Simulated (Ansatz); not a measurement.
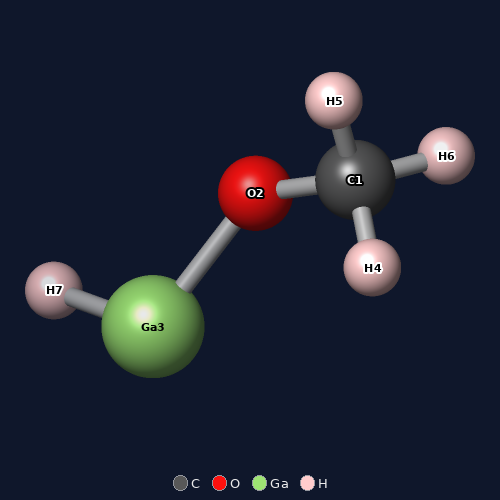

The system is CH4GaO, SMILES C[O][GaH], spin multiplicity 2; the picture shows the reference structure. First axis: bond length C1–H4. Second axis: angle H6–C1–H4. Nothing is relaxed (all other coordinates rigid). The grid has 7 × 7 points. Points are written as (first, second). Energies: eV, counted from the relaxed molecule at the same level. The calculation used UKS r2SCAN-D4/def2-SVP in Ansatz 0.2.0.

Its coordinates:

```json
{"atom": "C", "x (Å)": "-0.5785", "y (Å)": "0.8440", "z (Å)": "-0.0723"}
{"atom": "O", "x (Å)": "0.3250", "y (Å)": "-0.1277", "z (Å)": "0.3787"}
{"atom": "Ga", "x (Å)": "0.8453", "y (Å)": "-1.6866", "z (Å)": "-0.3388"}
{"atom": "H", "x (Å)": "-1.0405", "y (Å)": "0.5964", "z (Å)": "-1.0474"}
{"atom": "H", "x (Å)": "-0.0685", "y (Å)": "1.8187", "z (Å)": "-0.1811"}
{"atom": "H", "x (Å)": "-1.3949", "y (Å)": "0.9769", "z (Å)": "0.6611"}
{"atom": "H", "x (Å)": "1.9121", "y (Å)": "-2.4218", "z (Å)": "0.5997"}
```

Range: bond length C1–H4 from 0.930 to 1.439 Å; angle H6–C1–H4 from 72.6 to 142.6°.

Predict the map.

The lowest grid point is at (1.100 Å, 107.6°), 0.0008 eV from the relaxed molecule at the same level. No other kind of well shows on this grid. The highest grid point, (1.439 Å, 142.6°), lies 2.12 eV above the lowest. Round the minimum the two coordinates are weakly coupled (coupling 0.07 in units of the two stiffnesses).

| angle H6–C1–H4 ↓, bond length C1–H4 → | 0.930 | 1.015 | 1.100 | 1.185 | 1.269 | 1.354 | 1.439 |
| --- | --- | --- | --- | --- | --- | --- | --- |
| 142.6 | 1.74 | 1.21 | 1.07 | 1.18 | 1.42 | 1.75 | 2.12 |
| 131.0 | 1.16 | 0.62 | 0.48 | 0.58 | 0.82 | 1.15 | 1.51 |
| 119.3 | 0.81 | 0.27 | 0.12 | 0.21 | 0.45 | 0.76 | 1.12 |
| 107.6 | 0.71 | 0.16 | 0.00 | 0.08 | 0.30 | 0.60 | 0.94 |
| 96.0 | 0.87 | 0.30 | 0.12 | 0.18 | 0.38 | 0.66 | 0.98 |
| 84.3 | 1.28 | 0.69 | 0.49 | 0.52 | 0.69 | 0.94 | 1.22 |
| 72.6 | 1.95 | 1.33 | 1.10 | 1.09 | 1.22 | 1.42 | 1.66 |

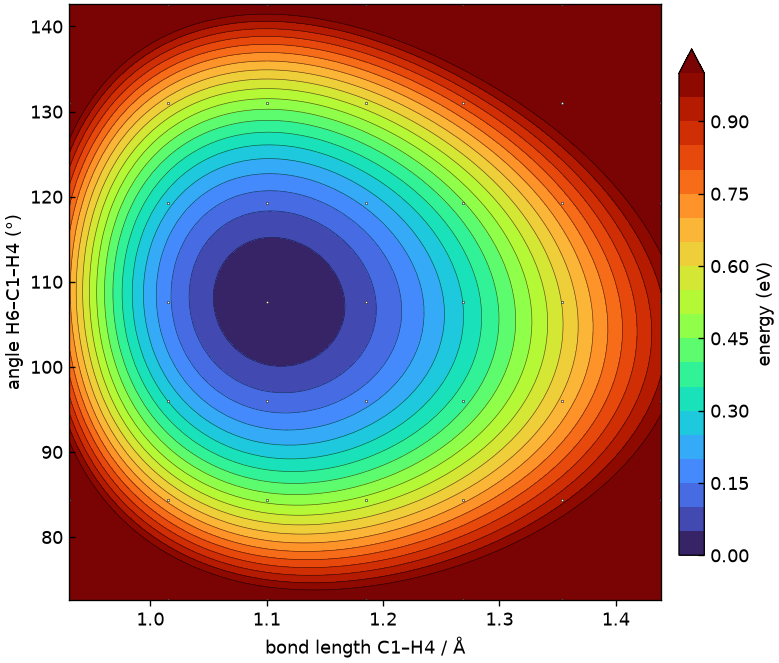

Drawn: filled contours, dots at the grid points, one colour for all values above the top of the scale. Between grid points the surface is interpolated.

Time for the 49 points that were run: 12 min on 1 thread of Arm Neoverse V1, with other jobs on the host.
